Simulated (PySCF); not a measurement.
## BSi2H7O: geometry relaxation

BSi2H7O, SMILES OB([SiH3])[SiH3], computed with PBE0-D3(BJ)/def2-SVPD geometry optimisation, gas phase (PySCF 2.14.0).

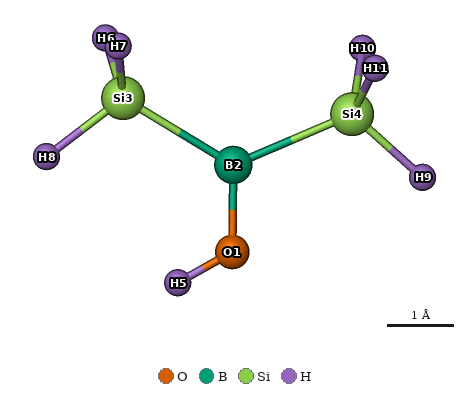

Figure 1. The starting structure (ball-and-stick view, seen on its broad side; atoms are numbered from 1 in the order of the input). Bond lengths as drawn: B–O 1.34 Å, B–Si 1.98 to 1.99 Å, H–O 0.96 Å and H–Si 1.47 to 1.48 Å.

## Key numbers

- outcome: converged
- total energy: −682.672015 hartree
- dipole moment: 1.68 D
- point group: C1
- hardware: 1 CPU thread, shared host
- wall time: 55 s
- peak memory: 0.58 GiB

## Input
```
{"job": {"xc": "PBE0", "basis": "def2-SVPD", "d3": "d3bj", "grid": 2, "kind": "geom"}, "charge": 0, "multiplicity": 1}
O     -1.166043    -1.161894    -0.859559
B     -0.316335    -0.314958    -0.258554
Si    -0.231520    -0.193183     1.724957
Si     0.783832     0.740058    -1.529218
H     -1.741196    -1.720137    -0.328176
H     -0.618557     1.120499     2.256540
H      1.089989    -0.492739     2.290911
H     -1.155808    -1.154445     2.367477
H      0.484782     0.505464    -2.947588
H      0.644805     2.193391    -1.334017
H      2.226051     0.477945    -1.382775
```

The first line tells a small driver script what to run in PySCF; the rest is the geometry in Å.

Command:
```bash
OMP_NUM_THREADS=1 python <driver script> task.json out
```

## Output
```
step   0  E = -682.66699804  max force = 0.011131
step   1  E = -682.67188223  max force = 0.001760
step   2  E = -682.67196490  max force = 0.000855
step   3  E = -682.67199547  max force = 0.000480
step   4  E = -682.67200760  max force = 0.000507
step   5  E = -682.67201549  max force = 0.000294
optimisation converged
```

## Trajectory as extended XYZ (Å, eV, eV/Å), 6 frames, from step=0 to step=5
```
11
Properties=species:S:1:pos:R:3:forces:R:3 step=0 energy=-18576.31521
O    -1.1660   -1.1619   -0.8596   -0.4447  -0.4430  -0.5220
B    -0.3163   -0.3150   -0.2586   -0.1368  -0.1398  -0.0395
Si   -0.2315   -0.1932    1.7250   -0.1157  -0.1057   0.5580
Si    0.7838    0.7401   -1.5292    0.3979   0.4012  -0.3448
H    -1.7412   -1.7201   -0.3282    0.0567   0.0564   0.2457
H    -0.6186    1.1205    2.2565   -0.1142   0.5642   0.0411
H     1.0900   -0.4927    2.2909    0.5724  -0.0845   0.0578
H    -1.1558   -1.1544    2.3675   -0.3226  -0.3417   0.0640
H     0.4848    0.5055   -2.9476   -0.2469  -0.2185  -0.4765
H     0.6448    2.1934   -1.3340   -0.1244   0.4871   0.2171
H     2.2260    0.4779   -1.3828    0.4784  -0.1757   0.1990
11
Properties=species:S:1:pos:R:3:forces:R:3 step=1 energy=-18576.44811
O    -1.2111   -1.2021   -0.8742    0.0453   0.0439   0.0177
B    -0.3427   -0.3328   -0.2987   -0.0195  -0.0186  -0.0267
Si   -0.2405   -0.1938    1.7400    0.0169   0.0185  -0.0881
Si    0.8118    0.7808   -1.5623   -0.0431  -0.0453   0.0905
H    -1.7377   -1.7169   -0.2536   -0.0145  -0.0148   0.0055
H    -0.6154    1.1825    2.1987    0.0045  -0.0408   0.0143
H     1.1443   -0.4824    2.2330   -0.0400   0.0008   0.0132
H    -1.1893   -1.1817    2.3623    0.0324   0.0349   0.0288
H     0.4838    0.5196   -2.9985    0.0418   0.0387  -0.0008
H     0.6257    2.2409   -1.2710    0.0145  -0.0372  -0.0271
H     2.2599    0.4663   -1.3229   -0.0381   0.0199  -0.0275
11
Properties=species:S:1:pos:R:3:forces:R:3 step=2 energy=-18576.45036
O    -1.2148   -1.2062   -0.8806    0.0103   0.0090   0.0412
B    -0.3489   -0.3389   -0.3005   -0.0102  -0.0103  -0.0440
Si   -0.2377   -0.1911    1.7351   -0.0055  -0.0049  -0.0421
Si    0.8067    0.7759   -1.5569   -0.0198  -0.0182   0.0381
H    -1.7442   -1.7242   -0.2643   -0.0036  -0.0032  -0.0027
H    -0.6090    1.1840    2.1941   -0.0013   0.0004   0.0038
H     1.1457   -0.4776    2.2276    0.0006  -0.0026   0.0032
H    -1.1793   -1.1704    2.3771    0.0059   0.0067   0.0223
H     0.4949    0.5303   -2.9985    0.0162   0.0154  -0.0092
H     0.6229    2.2335   -1.2638    0.0012   0.0064  -0.0048
H     2.2527    0.4651   -1.3165    0.0061   0.0014  -0.0058
11
Properties=species:S:1:pos:R:3:forces:R:3 step=3 energy=-18576.45119
O    -1.2214   -1.2133   -0.8800   -0.0096  -0.0108   0.0121
B    -0.3548   -0.3449   -0.3047   -0.0168  -0.0170  -0.0247
Si   -0.2372   -0.1906    1.7282    0.0046   0.0052   0.0141
Si    0.8034    0.7730   -1.5537    0.0070   0.0089  -0.0014
H    -1.7502   -1.7307   -0.2627    0.0069   0.0070  -0.0064
H    -0.6039    1.1863    2.1841   -0.0015   0.0130  -0.0023
H     1.1478   -0.4747    2.2167    0.0130  -0.0019  -0.0023
H    -1.1721   -1.1617    2.3915   -0.0048  -0.0048   0.0003
H     0.5081    0.5432   -3.0013   -0.0018  -0.0014  -0.0046
H     0.6203    2.2295   -1.2559   -0.0063   0.0092   0.0080
H     2.2490    0.4643   -1.3095    0.0095  -0.0072   0.0074
11
Properties=species:S:1:pos:R:3:forces:R:3 step=4 energy=-18576.45152
O    -1.2266   -1.2191   -0.8829   -0.0066  -0.0074   0.0100
B    -0.3604   -0.3506   -0.3077   -0.0084  -0.0086  -0.0222
Si   -0.2349   -0.1884    1.7244   -0.0009  -0.0002   0.0261
Si    0.8008    0.7707   -1.5501    0.0173   0.0182  -0.0110
H    -1.7556   -1.7367   -0.2662    0.0025   0.0026   0.0004
H    -0.5978    1.1920    2.1748    0.0013   0.0055  -0.0071
H     1.1532   -0.4706    2.2066    0.0055   0.0005  -0.0072
H    -1.1661   -1.1544    2.4006   -0.0028  -0.0026  -0.0037
H     0.5151    0.5502   -3.0014   -0.0051  -0.0047   0.0008
H     0.6157    2.2261   -1.2456   -0.0045   0.0015   0.0070
H     2.2456    0.4612   -1.2997    0.0016  -0.0049   0.0070
11
Properties=species:S:1:pos:R:3:forces:R:3 step=5 energy=-18576.45174
O    -1.2328   -1.2260   -0.8833   -0.0019  -0.0026  -0.0018
B    -0.3659   -0.3563   -0.3115   -0.0020  -0.0019  -0.0048
Si   -0.2328   -0.1863    1.7201    0.0010   0.0013   0.0151
Si    0.7988    0.7693   -1.5474    0.0097   0.0099  -0.0077
H    -1.7604   -1.7422   -0.2644    0.0004   0.0004   0.0025
H    -0.5908    1.1982    2.1623    0.0017  -0.0001  -0.0034
H     1.1591   -0.4666    2.1934   -0.0001   0.0009  -0.0034
H    -1.1606   -1.1472    2.4082   -0.0005  -0.0002  -0.0043
H     0.5217    0.5567   -3.0016   -0.0037  -0.0035   0.0023
H     0.6105    2.2227   -1.2342   -0.0014  -0.0029   0.0026
H     2.2422    0.4581   -1.2888   -0.0029  -0.0013   0.0029
```

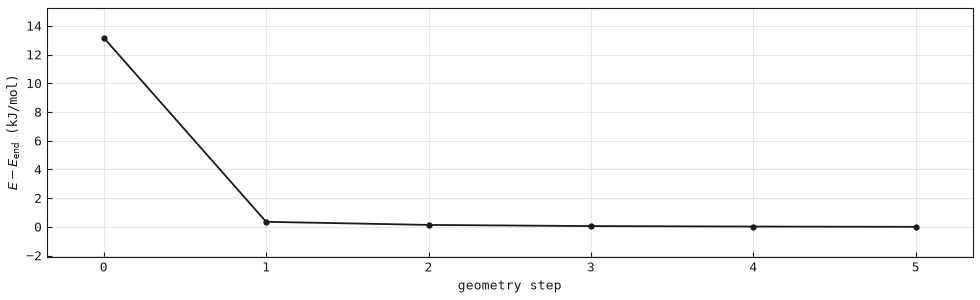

Figure 2. Progress of the relaxation, step by step (steps are counted from 0).

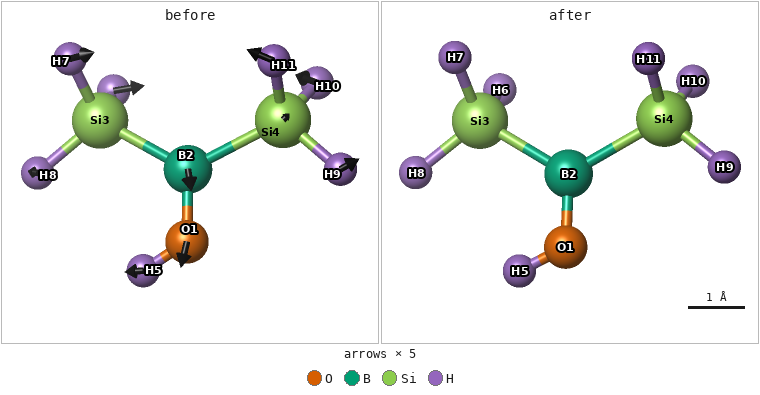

Figure 3. Before (left) and after (right) the relaxation, at one scale (ball-and-stick view, seen at a tilt). The black arrows give the displacements, magnified 5 times. The energy falls by 13.2 kJ/mol in 5 geometry steps. The largest force component goes from 0.57 to 0.015 eV/Å. The largest moves after the best rigid fit, 0.12 Å, are those of H6, H7 and H10. Largest moves by element: H 0.12 Å, O 0.10 Å, B 0.08 Å, Si 0.03 Å. Among the contacts that change: B2–Si3 1.989 → 2.043 Å, B2–Si4 1.984 → 2.037 Å, Si3–H6 1.469 → 1.497 Å, Si3–H8 1.480 → 1.503 Å. Among the angles that change: B2–O1–H5 119.8° → 115.1°, Si3–B2–Si4 125.6° → 121.3°, O1–B2–Si4 113.6° → 117.7°. (Atoms are counted from 1 in the order of the input.)
